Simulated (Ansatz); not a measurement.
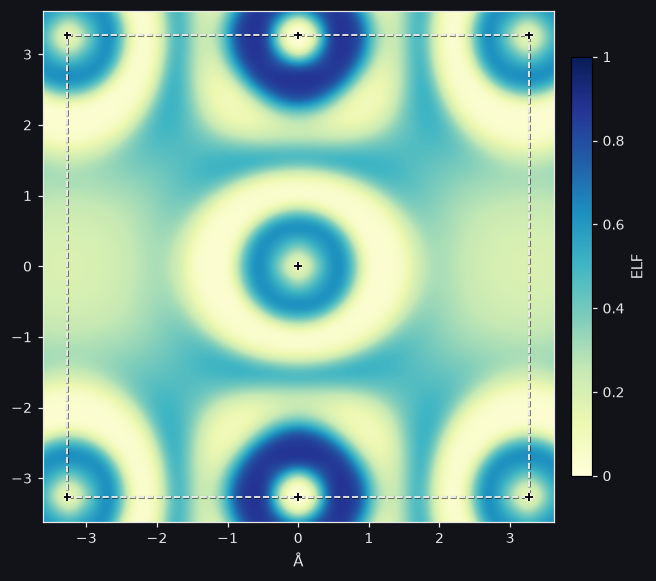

The ELF on a plane through atoms (crosses mark nuclei in the plane).

The calculation used Ansatz, DFT PBE, scalar-relativistic, plane waves, PAW; 4f electrons in the core of a trivalent norm-conserving potential.

Candidates:
A. Na4Er, a = 6.53 Å, b = 6.53 Å, c = 6.53 Å, α = 90.00°, β = 90.00°, γ = 90.00°. Space group Pm-3m; a structure generated by program, which may or may not match a known phase; computed without spin polarisation; no Hubbard U on the f states and no spin–orbit coupling.
B. SmIrF, a = 3.35 Å, b = 3.35 Å, c = 4.66 Å, α = 90.00°, β = 90.00°, γ = 90.00°. Space group P4/mmm; a structure generated by program, which may or may not match a known phase; no Hubbard U on the f states and no spin–orbit coupling; the program warned that a starting moment wasn't kept; spin-polarised, but the moments vanished.

**Which system is this?**

Candidate A: Na4Er on the (001) plane of the conventional cell, which holds Na and Er. Na–Er (3.27 Å): the ELF is about 0.45 at the midpoint.
